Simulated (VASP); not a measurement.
Band structure of ZrB2 (space group P6/mmm). All values below come from PBEsol GGA, VASP's PBE PAW potentials (set 64) (plane waves; VASP).

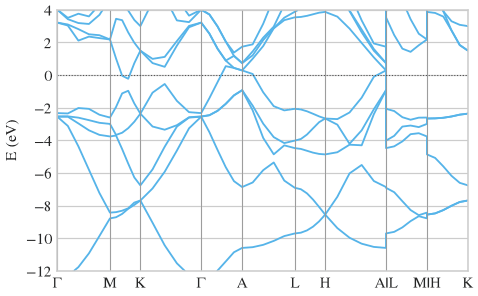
Figure. Bands along high-symmetry lines, zero at the valence-band maximum or, without a gap, the Fermi level

Q: Read the plot: is there a gap, and where are the band edges?

A: It has no gap at this level: it comes out as a metal or semimetal.

The structure is a typed ZrB2 crystal. The cell was not relaxed at this level.
